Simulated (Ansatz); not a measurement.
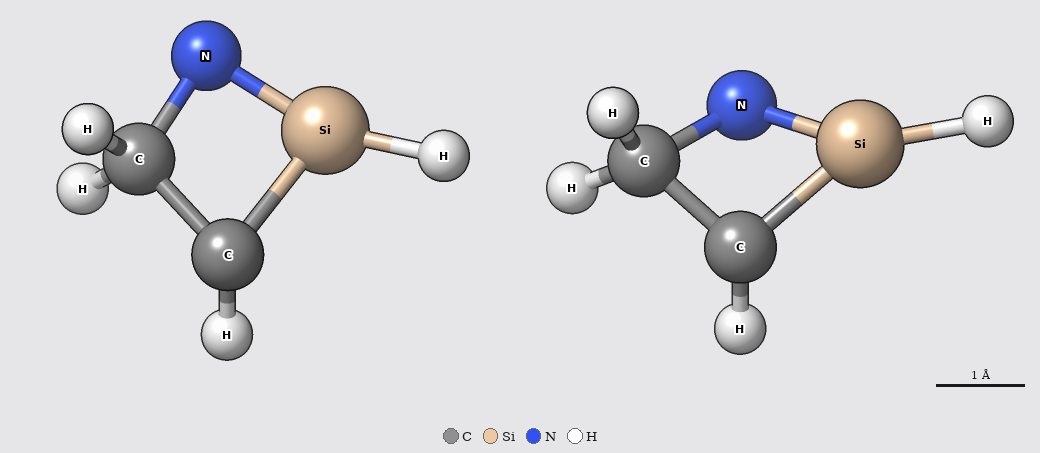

Two geometries of C₂H₄NSi (charge +1), drawn at one scale. One is the start of a relaxation, the other its converged end. The picture is a ball-and-stick view, seen face on.

All numbers below come from Ansatz 0.2.0, RKS B3LYP/cc-pVDZ. Set-up: no spin polarisation; force threshold 0.02 eV/Å; at most 50 steps.

Q: Which of the two is the end point?

A: The right one is the relaxed one. The run prepares an end point of a later path (hydrogen shift) calculation, from a guessed geometry. The largest move after the best rigid fit is that of the N atom, 0.63 Å. By element the largest moves are N 0.63 Å, H 0.48 Å, Si 0.48 Å, C 0.27 Å. Some distances before and after: C–N 2.463 → 1.852 Å, C–Si 2.167 → 2.489 Å, C–Si 1.909 → 1.809 Å, N–Si 1.632 → 1.706 Å. Among the angles between lasting bonds that change: C–Si–H 108.0° → 149.3°, C–C–N 107.9° → 76.8°, C–Si–N 87.8° → 63.5°. Groups turn about C–N by about 35°. Over 8 accepted moves (9 points after the start) the energy falls by 257.1 kJ/mol. The largest force component goes from 3.5 to 0.0079 eV/Å. The line search rejected the trial step at point 8 of the run.
